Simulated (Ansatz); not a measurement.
```xyz
8

Si   -0.7374   -0.0982    0.3181
H     1.4977   -0.2909    1.7441
Cl    2.5053    0.2285    1.0240
C    -1.0294    1.4995   -0.6895
H    -2.1120    1.5695   -0.9203
H    -0.7513    2.3896   -0.1014
H    -0.4919    1.5124   -1.6529
Cl   -1.0041   -1.5372   -1.2222
```

Not at a stationary point (largest force 0.8 eV/Å).

Method: Ansatz 0.2.0, RKS PBE/6-31G*.

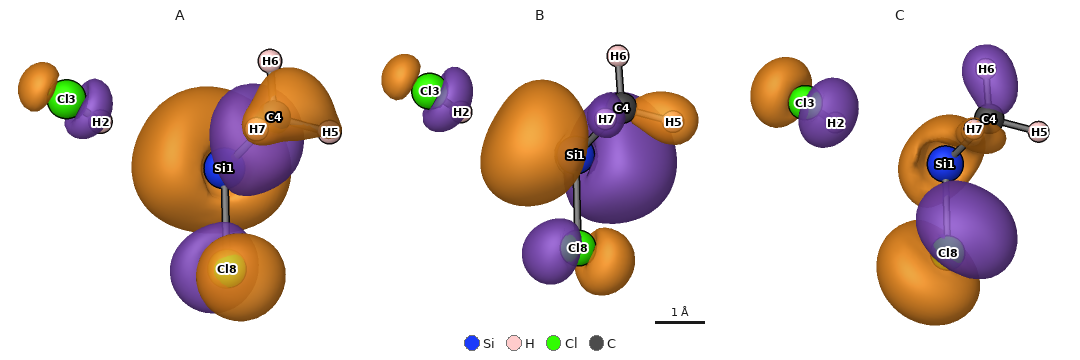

CH3ClSi···HCl. Three frontier orbitals at ±0.1 Å⁻³ᐟ² (orange and purple are the two phases), in no order.

Order the three orbitals by energy and name them.

C is the HOMO−1 (−7.76 eV). Its weight (Hirshfeld) is mainly on Cl8 (about 70 %), Si1 (about 10 %) and Cl3 (about 10 %); largely a lone pair of Cl8. A is the HOMO (−5.75 eV). It lies mainly on Si1 (about 55 %), Cl8 (about 15 %) and C4 (about 15 %). B is the LUMO (−3.37 eV). It lies mainly on Si1 (about 70 %), Cl8 (about 10 %) and Cl3 (about 5 %).

What is the HOMO–LUMO gap?

2.38 eV between the orbital energies.
